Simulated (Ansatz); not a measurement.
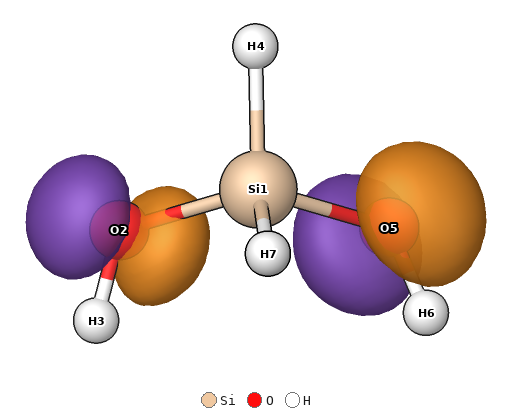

*H4O2Si. The HOMO−1 at ±0.2 Å⁻³ᐟ² (orange and purple are the two phases), seen at a tilt.*

Theory: RKS B3LYP/def2-SVP (Ansatz).

Input

```
crystal:
  periodic: [false, false, false]
  atoms:
    - { symbol: Si, position_ang: [0.209063, -0.022236, 0.021188] }
    - { symbol: O, position_ang: [0.611096, -0.089314, 1.63094] }
    - { symbol: H, position_ang: [-0.079319, -0.152418, 2.302116] }
    - { symbol: H, position_ang: [1.600554, 0.085292, -0.379749] }
    - { symbol: O, position_ang: [-0.697502, 1.303495, -0.403262] }
    - { symbol: H, position_ang: [-1.594895, 1.157219, -0.720252] }
    - { symbol: H, position_ang: [-0.481198, -1.243838, -0.48738] }
basis:
  gaussian: { orbitals: def2-SVP }
hamiltonian:
  xc: b3lyp
relax:
  f_tol: 0.03
  max_steps: 50
output:
  orbitals: {}
```

Command:

```sh
ansatz run input.yaml --threads 1 --pin off --max-ram 2048MiB --backend cpu --events-out ev --progress --plain --runs-dir out
```

The fields are those of the run's last geometry, not of the input's.

Q: What is the character of this orbital?

A: It lies mainly on O5 (about 55 %) and O2 (about 30 %); largely a combination of lone pairs on O5 and O2. Its energy is −8.59 eV.
